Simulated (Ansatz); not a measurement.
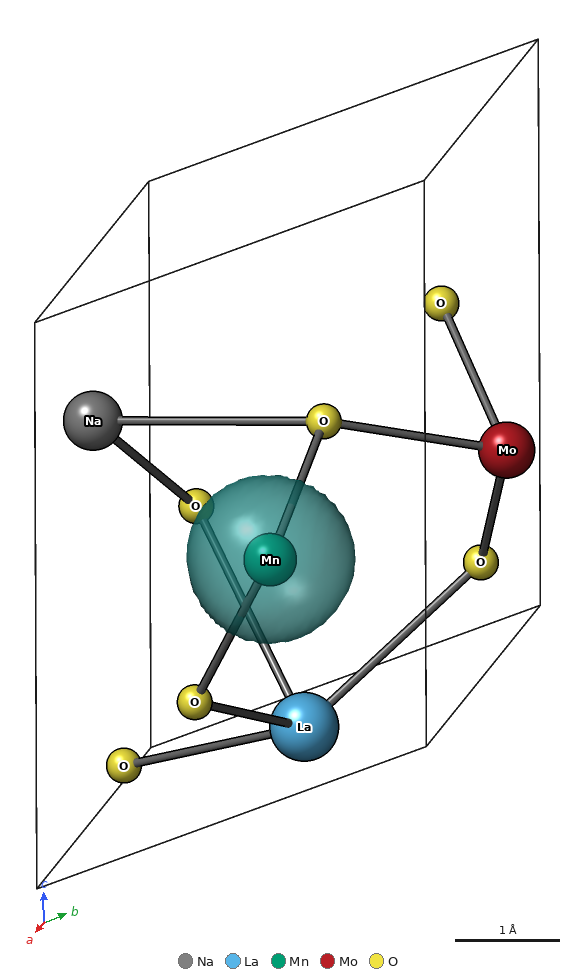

Figure 1: NaLaMnMoO$_{6}$. Isosurfaces of the spin density at +0.4 (teal) and −0.4 e/Å³ (pink), seen slightly off an axis. Sticks mark near contacts.

Space group P1; a generated structure, not necessarily the stable one; not relaxed (largest force 1.2 eV/Å); computed pressure about −4 GPa in this cell; spin-polarised.

Theory: Kohn-Sham DFT of a periodic cell, PBE0, Ansatz PAW in Ansatz 0.2.0.

### Describe the spin distribution.

The spin density sits on Mn: +4.1 μB in one cell of 10 atoms, with smaller moments on other sites: Mo (up to +0.05 μB): parallel moments, as they must be, since the calculation's own cell holds one magnetic site. The cell of the calculation (10 atoms) carries 5.0 μB of net spin moment. Only one sign reaches the isovalue.
